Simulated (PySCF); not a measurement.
C5H9OSi (SMILES OC[C]1C=CC[SiH2]1) (doublet)

```tsv
atom	x (Å)	y (Å)	z (Å)
O	-2.5946	0.5861	0.3015
C	-1.9232	-0.4807	-0.3336
C	-0.4666	-0.2679	-0.1674
C	0.5196	-1.1227	-0.6532
C	1.8160	-0.7617	-0.4127
C	2.0406	0.5059	0.3367
Si	0.2860	1.1874	0.7194
H	-3.5459	0.4689	0.2115
H	-2.2275	-1.4463	0.1088
H	-2.1874	-0.5189	-1.4060
H	0.2732	-2.0274	-1.1939
H	2.6555	-1.3541	-0.7437
H	2.6347	0.3071	1.2305
H	2.6423	1.1888	-0.2662
H	0.0173	1.2502	2.1595
H	0.0525	2.4943	0.0974
```

Geometry: GFN2-xTB.

Computed with UKS B3LYP, pcH-1 on C H O Si, non-relativistic, mean-field spin-orbit, GIAO (PySCF).

Question: Predict the electron density, electron localisation function and spin density between the atoms.

Answer: C–C (1.37 Å): ρ is about 2.2 e/Å³ halfway; the ELF peaks at about 0.95 between the atoms (localised, covalent bonding).
C–O (1.41 Å): ρ is about 2 e/Å³ halfway, with its minimum of 1.8 e/Å³ about 0.5 Å from C; the ELF peaks at about 0.90 between the atoms, as expected for a polar covalent bond.
C–Si (1.86 Å): ρ is about 0.95 e/Å³ halfway; the ELF peaks at about 0.95 between the atoms: a covalent bond.
O–H (0.96 Å): ρ at the midpoint is about 3.7 e/Å³; the ELF climbs to about 1 towards the hydrogen, as it does in any bond to H; an ordinary covalent bond to hydrogen.
The unpaired spin (1 electron) lies mostly on C3 (about 0.4) and C5 (about 0.4), in electrons by Hirshfeld's partition.

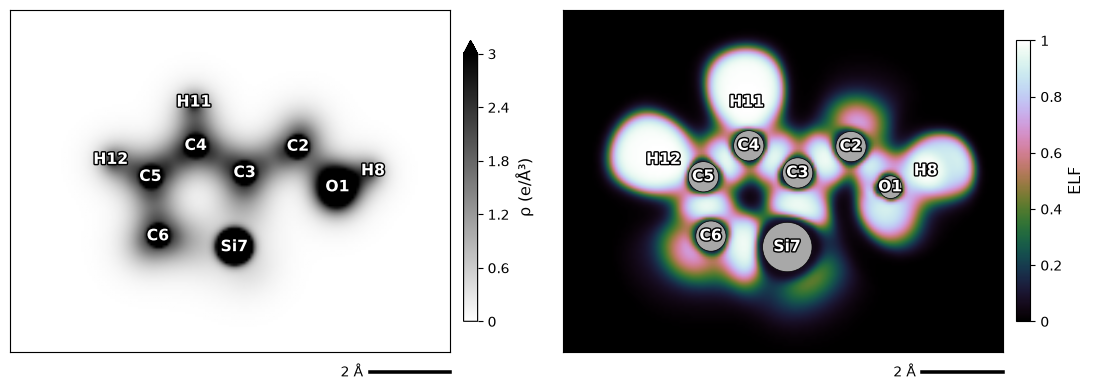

Computed electron density and electron localisation function on the plane of atoms C4, C3 and Si7, in this order. Grey discs cover the atomic cores in the ELF map. 
